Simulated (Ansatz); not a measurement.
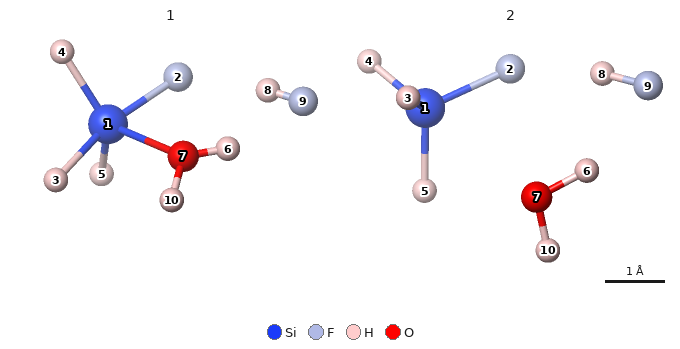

Two geometries of SiH$_{6}$OF$_{2}$ (started from a transition state, displaced along its imaginary mode), drawn at one scale. One is the start of a relaxation, the other its converged end. Style: ball-and-stick. Shown from a free direction.

The calculation used RKS PBE0-D4/def2-TZVP (Ansatz 0.2.0). Settings: force threshold 0.005 eV/Å; at most 200 steps.

Q: Which of the two is the end point?

A: Structure 2 is the relaxed one. The largest move after the best rigid fit is that of H3, 1.47 Å. By element the largest moves are H 1.47 Å, O 0.74 Å, Si 0.49 Å, F 0.45 Å. Near-neighbour distances that change, for instance: Si1–O7 1.916 → 2.902 Å, H8–F9 0.712 → 0.936 Å, H6–O7 0.779 → 0.966 Å, Si1–H3 1.581 → 1.473 Å. Bonds break: Si1–O7 (1.92 → 2.90 Å). Bond angles that change, for instance: F2–Si1–H3 162.0° → 109.4°, H3–Si1–H5 94.9° → 114.3°, H4–Si1–H5 126.2° → 109.4°. Over 34 accepted moves (37 points after the start) the energy falls by 5.172 eV. The largest force component goes from 26 to 0.0034 eV/Å. The line search rejected the trial steps at points 15, 21, 22 of the run. The forces were under the threshold at step 30, but the run went on from there. The run took roughly 4 core-minutes on a shared host.
